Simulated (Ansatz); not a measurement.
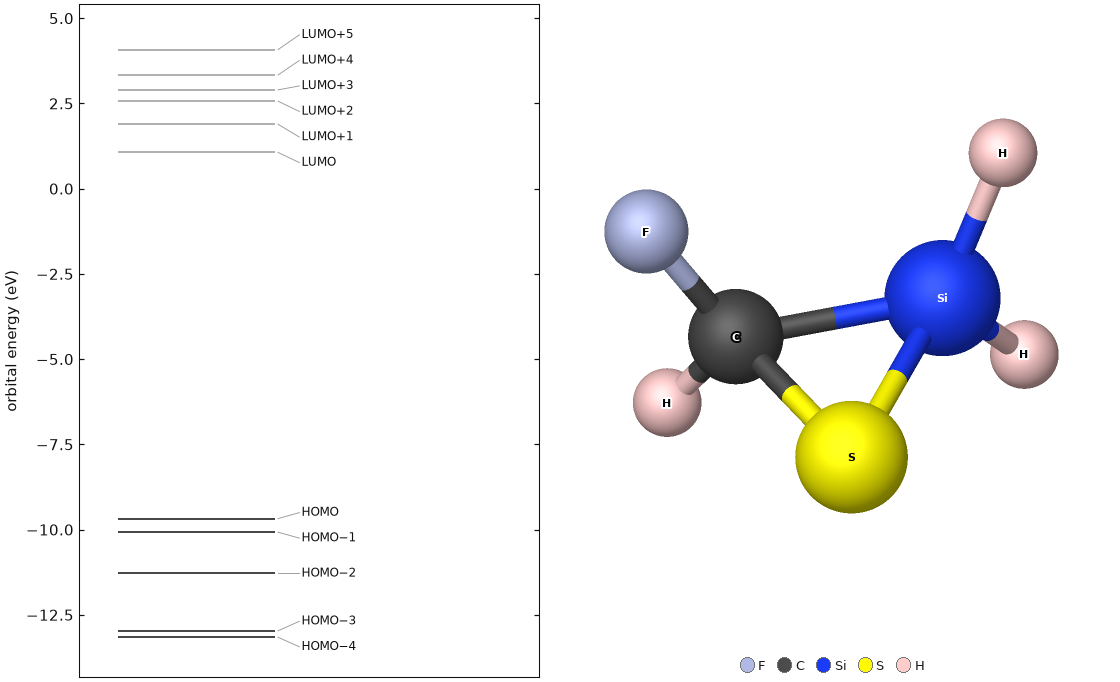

CH₃FSSi, SMILES F[C@H]1[SiH2]S1. Kohn-Sham orbital energies near the frontier, ωB97M-V/def2-TZVPP with the Ansatz code, at a PBE0-D4/def2-TZVP geometry (a minimum by its frequencies), isolated molecule; empty levels in grey, levels within 0.03 eV side by side.

Where do the frontier orbitals lie?

HOMO at −9.68 eV, LUMO at 1.06 eV, 10.74 eV apart.

List the levels.

```csv
orbital,energy (eV)
LUMO+5,4.08
LUMO+4,3.33
LUMO+3,2.90
LUMO+2,2.57
LUMO+1,1.89
LUMO,1.06
HOMO,−9.68
HOMO−1,−10.08
HOMO−2,−11.29
HOMO−3,−12.97
HOMO−4,−13.16
```

Known limits of this run: empty levels above zero depend strongly on the basis.
